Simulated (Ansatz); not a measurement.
# H2I2O2Ti: what the fields show

Input

```
crystal:
  periodic: [false, false, false]
  atoms:
    - symbol: I
      position_ang: [-1.437571, -0.556306, -2.276859]
    - symbol: I
      position_ang: [0.700422, 2.600328, -0.521290]
    - symbol: O
      position_ang: [-0.880443, -0.064737, 1.175797]
    - symbol: O
      position_ang: [1.470017, -0.886746, -0.207501]
    - symbol: Ti
      position_ang: [0.045639, 0.119048, -0.280421]
    - symbol: H
      position_ang: [-1.679935, 0.220498, 1.629808]
    - symbol: H
      position_ang: [1.843170, -1.500084, 0.434866]
basis:
  gaussian: {orbitals: def2-SVPD}
hamiltonian: {xc: {name: PBE0}}
output: {forces: true, orbitals: {seedname: orbitals}}
```

Launched as:

```sh
ansatz run input.yaml --threads 2 --pin off --max-ram 5220MiB --events-out events.jsonl --progress --plain --runs-dir runs
```

Geometry: PBE0-D4/def2-SVP; core potentials replace the inner electrons of I.

Computed with Ansatz, isolated molecule in a Gaussian basis; Kohn-Sham density functional theory, functional PBE0.

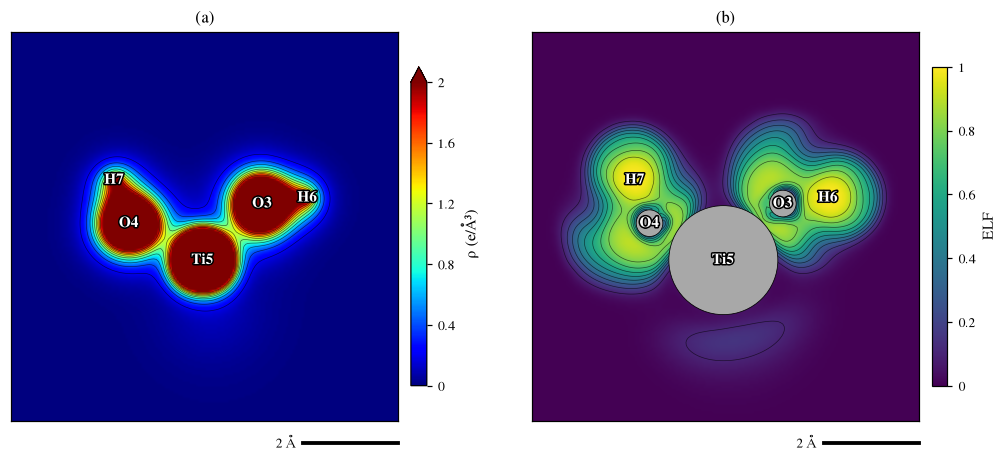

Figure 1. (a) electron density; (b) electron localisation function on the plane of atoms Ti5, O3 and H6. Grey discs cover the atomic cores in the ELF map.

Interpret the plot.

Answer.
- Atoms in the plane: O, Ti and H.
- Ti–O (1.74 Å): the density is about 1.2 e/Å³ at the midpoint; the ELF peaks at about 0.80 in the valence shell of O, 0.5 Å from its nucleus, and drops to about 0.25 between the two atoms.
- O–H (0.96 Å): ρ is about 3.7 e/Å³ halfway; the ELF climbs to about 1 towards the hydrogen, as it does in any bond to H: a covalent bond by its length.

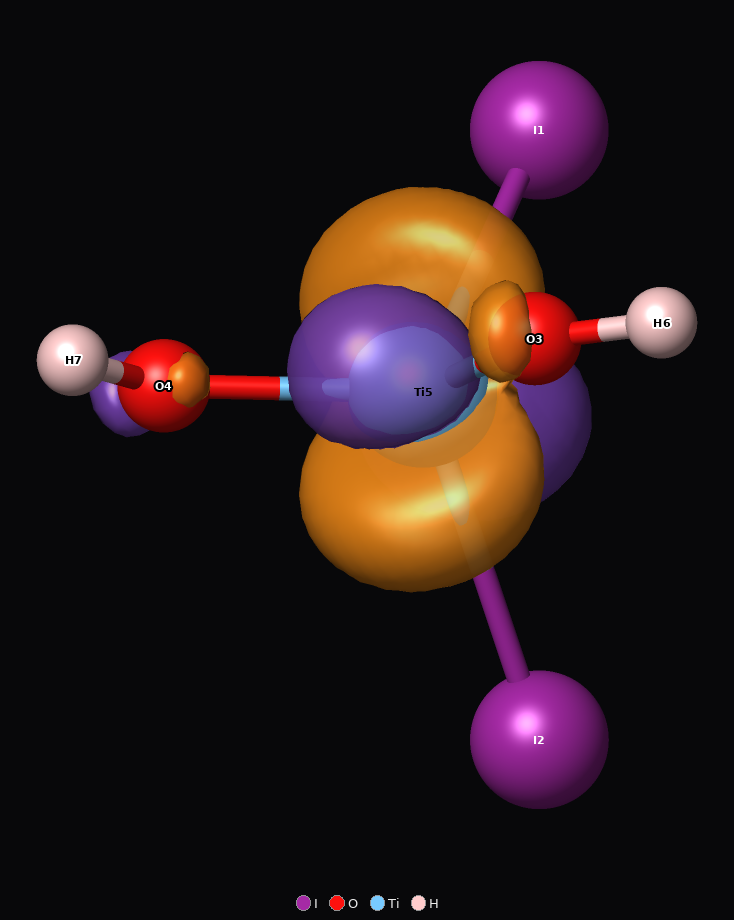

Figure 2. One frontier orbital at ±0.15 Å⁻³ᐟ² (orange and purple are the two phases), seen from one side.

Which orbital is it: HOMO or LUMO?

Answer. The LUMO, at −3.07 eV. It lies mainly on Ti5 (about 70 %), I1 (about 10 %) and I2 (about 10 %).

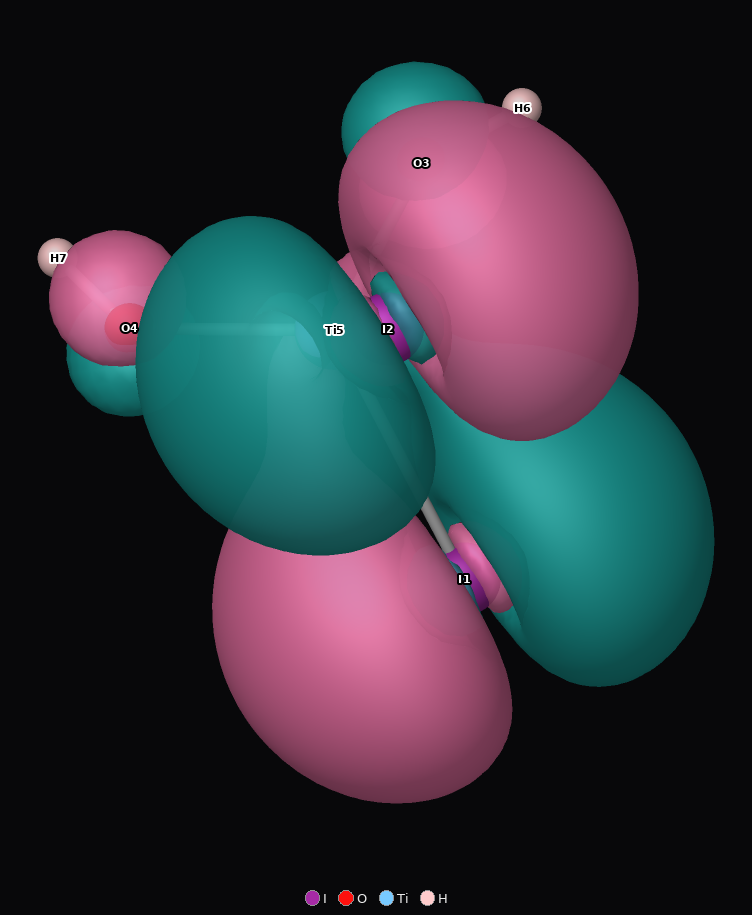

Figure 3. The HOMO−1 at ±0.06 Å⁻³ᐟ² (teal and pink are the two phases), seen at a tilt.

Describe this orbital and give its energy.

Answer. Its weight (Hirshfeld) is mainly on I1 (about 45 %), I2 (about 45 %) and Ti5 (about 5 %); largely a combination of lone pairs on I1 and I2. Its energy is −7.62 eV.
